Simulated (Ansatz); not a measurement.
## MgS (rock salt), energy against volume

MgS (rock salt)

```
MgS
1.0
    0.00000     2.61485     2.61485
    2.61485     0.00000     2.61485
    2.61485     2.61485     0.00000
S Mg
1 1
Direct
  0.00000   0.00000   0.00000
  0.50000   0.50000   0.50000
```

The volume is varied about the relaxed value V₀ at fixed cell shape. Symmetry pins the atoms to their sites.

Computed with PBE (plane waves to 420 eV, PAW, scalar-relativistic; Ansatz, a first-principles code). k mesh 11×11×11 (Γ-centred), Fermi-Dirac smearing 0.05 eV. The energy includes the smearing's −TS. MgS was relaxed with its symmetry unable to fall. The zero of ΔE is the relaxed starting cell.

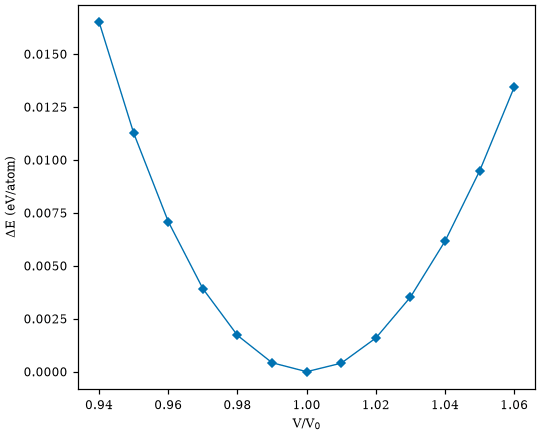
ΔE (eV/atom) against V/V₀; one marker a computed point.

The energy cost of the largest compression comes out as 16.5 meV/atom and the energy cost of the largest expansion is 13.4 meV/atom. The pressure for 5 % compression (fit) is 4.2 GPa, the pressure at the smallest volume comes out as 5.20 GPa and the equilibrium volume of the fit is 17.88 Å³/atom.

P = (3B₀/2)(x⁷ − x⁵)[1 + ¾(B₀′ − 4)(x² − 1)] with x = (1/0.95)^(1/3), B₀ = 74.0 GPa and B₀′ = 4.08.

(Under strain, the slope of the energy per volume gives the stress and its curvature an elastic modulus.)
